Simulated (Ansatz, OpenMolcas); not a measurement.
Predicting a hybrid from its neighbours: CuCl (cuprous chloride)

CuCl has 2 atoms, charge 0, and is taken as a singlet. SMILES: `[Cl][Cu]`. Geometry: relaxed at PBE0-D4/def2-TZVP.

The HOMO–LUMO gap y, in eV, basis cc-pVTZ; a is the functional's share of exact exchange. Programs: Ansatz 0.2.0, OpenMolcas 26.06.

```
functional     program     a  y (eV)
      BLYP      Ansatz     0    1.93
      TPSS  OpenMolcas     0    2.23
     B3LYP  OpenMolcas   0.2    3.91
      PBE0      Ansatz  0.25       ?
     BHLYP  OpenMolcas   0.5    6.50
```

Question: Fit y = c + s·a to the known rows and predict PBE0.

Answer: 
1. Means of the 4 rows: a = 0.1750, y = 3.643.
2. Σ(Δa)² = 0.1675, Σ(Δa·Δy) = 1.4823, so the slope is 1.4823/0.1675 = 8.8496.
3. Intercept: 3.643 − (8.8496) × 0.1750 = 2.094. The largest residual of the fit is 0.16.
4. PBE0: 2.094 + (8.8496) × 0.25 = 4.31 eV.

The run gave 4.53 eV, so the prediction is off by -0.22 eV, about the scatter of the fit. Exact exchange lowers occupied levels and raises empty ones. The rows mix families of semi-local functionals, which the line can't see.

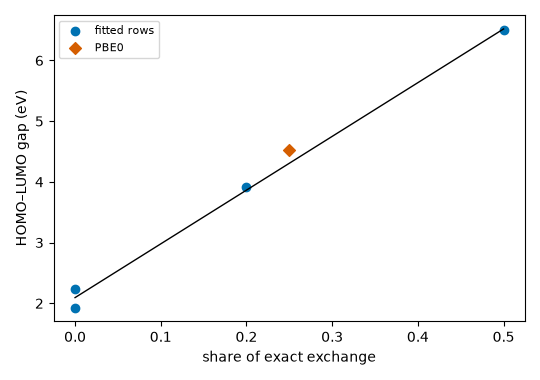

The fitted line, with the withheld row.
